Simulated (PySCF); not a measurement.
SMILES C=[CH][GeH2][CH2]C (C4H10Ge), GFN2-xTB optimised geometry. Atoms within 1.6 Å of the plane z = 0.0 Å (x, y, z in Å): Ge1 (-0.54, -0.72, 0.00), H6 (-0.97, 0.72, 0.00), H7 (0.97, -0.72, 0.00), H11 (-0.89, -2.69, 1.59).

Calculation: PBE0/def2-TZVP (PySCF). Cells within 0.4 Å of a nucleus heavier than hydrogen are left out (blank, or x).

Map of the electrostatic potential (hartree/e), clipped to [-0.08, 0.12] on the plane z = 0.0 Å:

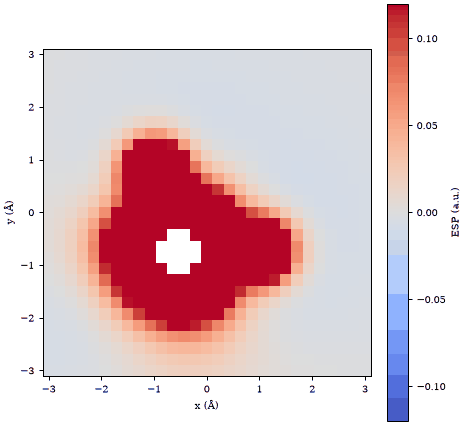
Figure. Electrostatic potential (hartree/e), clipped to [-0.08, 0.12] on the plane z = 0.0 Å.
